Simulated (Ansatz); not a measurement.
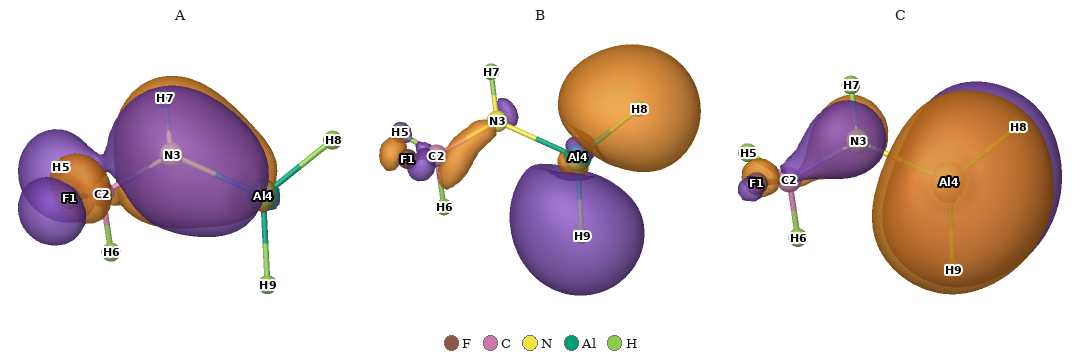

*CH5AlFN (SMILES FC[NH][AlH2]). Three frontier orbitals at ±0.08 Å⁻³ᐟ² (orange and purple are the two phases), in no order.*

Geometry: PBE0-D4/def2-TZVP.

Method: RKS PBE0-D4/def2-TZVPP in Ansatz.

```xyz
9

F     1.0139    1.5930    1.0541
C    -0.0224    1.2105    0.1947
N     0.2887    0.0302   -0.5073
Al   -0.2019   -1.6241   -0.0614
H    -0.1819    2.0648   -0.4705
H    -0.9036    1.0589    0.8241
H     0.9430    0.1914   -1.2597
H     0.3690   -2.8115   -0.9342
H    -1.2163   -1.7595    1.1431
```

Question: Order the three orbitals by energy and name them.

Answer: B is the HOMO−1 (−8.67 eV). By Hirshfeld shares it lies mainly on Al4 (about 35 %), H8 (about 30 %) and H9 (about 30 %). A is the HOMO (−7.92 eV). By Hirshfeld shares it lies mainly on N3 (about 60 %), Al4 (about 15 %), C2 (about 10 %) and F1 (about 10 %). C is the LUMO (−1.02 eV). By Hirshfeld shares it lies mainly on Al4 (about 75 %), N3 (about 5 %) and H8 (about 5 %).

Question: What is the HOMO–LUMO gap?

Answer: 6.90 eV between the orbital energies.
